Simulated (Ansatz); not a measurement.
# GaH3 (SMILES [GaH3]) at revPBE/def2-TZVPPD

What is the electronic atomisation energy of GaH3 at revPBE/def2-TZVPPD? 

The results are computed with Ansatz 0.2.0.

27 further runs of the same task are left out: 3 that didn't finish, 24 set aside as unsound or not needed. Runs told in other sessions of the task aren't counted.

## Step 1: The system as given

GaH3: 4 atoms, total charge 0, spin state singlet. As SMILES, `[GaH3]`. The shape is that of a PBE0-D4/def2-TZVP optimisation.

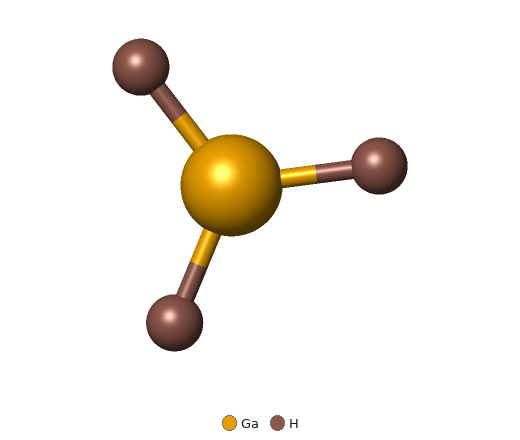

Viewed from a chosen angle; gallium amber, hydrogen brown.

## Step 2: The energy at revPBE/def2-TZVPPD

Contents of run.yaml:

```yaml
crystal:
  periodic: [false, false, false]
  atoms:
    - {symbol: Ga, position_ang: [0.013400, -0.014900, -0.004600]}
    - {symbol: H, position_ang: [1.252400, 0.343800, 0.887700]}
    - {symbol: H, position_ang: [-0.552100, -1.477800, -0.009700]}
    - {symbol: H, position_ang: [-0.658400, 1.088700, -0.893700]}
basis:
  gaussian:
    orbitals: def2-TZVPPD.json
hamiltonian:
  xc: {name: revPBE}
accuracy: high
output: {orbitals: {seedname: orbitals}}
```

The basis set def2-TZVPPD is read from a file made from the Basis Set Exchange's data (not shown).

The run is started by

```bash
$ ansatz run run.yaml --threads 1 --pin off --max-ram 3480MiB --events-out events.jsonl --progress --plain --runs-dir runs
```

Log:

```text
Warning: RAYON_NUM_THREADS=1 ignored (pool sized by the plan → 1); use --threads N
Functional definition: revPBE
  name "revPBE"
  parameter kappa = 1.245
  parameter beta = 0.06672455060314922
  exchange = pbe_x(kappa = kappa, mu = beta*pi^2/3)
  correlation = pbe_c(beta = beta)
1581 factors; integrals over basis functions are off by at most 4.3e-9 eV
mean field evaluation 1: about -52420.6753 eV, gradient 3.5e1 eV
mean field evaluation 2: about -52420.1097 eV, gradient 5.2e1 eV
mean field evaluation 4: about -52422.2138 eV, gradient 2.8e-1 eV
mean field evaluation 8: about -52422.2100 eV, gradient 6.4e-3 eV
mean field evaluation 16: about -52422.2100 eV, gradient 1.8e-7 eV
mean field -52422.21001569 eV, -1926.4806850264 hartree, gradient 1.4e-8 eV, S^2 0.000000; 0 other end points of the search recorded, 0 dependent functions left out
reference -52422.21001994 eV, -1926.4806851825 hartree; 17, 17 occupied and 88, 88 virtual orbitals, 1581 factors
Total energy: -52422.21001994 eV, -1926.4806851825 hartree
```

It took 6.9 s on 1 thread of Arm Neoverse N1, shared host; peak memory 0.2 GiB.

## Step 3: The Ga atom, same level

Contents of in.yaml:

```yaml
crystal:
  periodic: [false, false, false]
  atoms:
    - {symbol: Ga, position_ang: [0.000000, 0.000000, 0.000000]}
basis:
  gaussian:
    orbitals: def2-TZVPPD.json
magnetization:
  spin_polarized: true
  initial_magnetization: 1
hamiltonian:
  xc: {name: revPBE}
accuracy: high
```

The basis set def2-TZVPPD is read from a file made from the Basis Set Exchange's data (not shown).

Run the same way, it converges to -1924.67077 Eh (log not shown).

## Step 4: The H atom

Contents of job.yaml:

```yaml
crystal:
  periodic: [false, false, false]
  atoms:
    - {symbol: H, position_ang: [0.000000, 0.000000, 0.000000]}
basis:
  gaussian: {orbitals: def2-TZVPPD.json}
magnetization: {spin_polarized: true, initial_magnetization: 1}
hamiltonian: {xc: {name: revPBE}}
accuracy: high
```

The basis set def2-TZVPPD is read from a file made from the Basis Set Exchange's data (not shown).

Run the same way, it converges to -0.50412 Eh (log not shown).

## Step 5: What came out

Level: revPBE/def2-TZVPPD.

| quantity | value |
| --- | --- |
| molecule: total energy | -1926.48069 Eh |
| molecule: HOMO energy | -7.32 eV |
| molecule: LUMO energy | -2.55 eV |
| molecule: HOMO–LUMO gap | 4.77 eV |
| Ga atom: total energy | -1924.67077 Eh |
| Ga atom: ⟨S²⟩ | 0.753 |
| H atom: total energy | -0.50412 Eh |
| H atom: ⟨S²⟩ | 0.750 |
| electronic atomisation energy | 8.097 eV |

Taking the molecule apart into free atoms costs 8.10 eV (781 kJ/mol), before zero-point energy and without spin-orbit coupling.
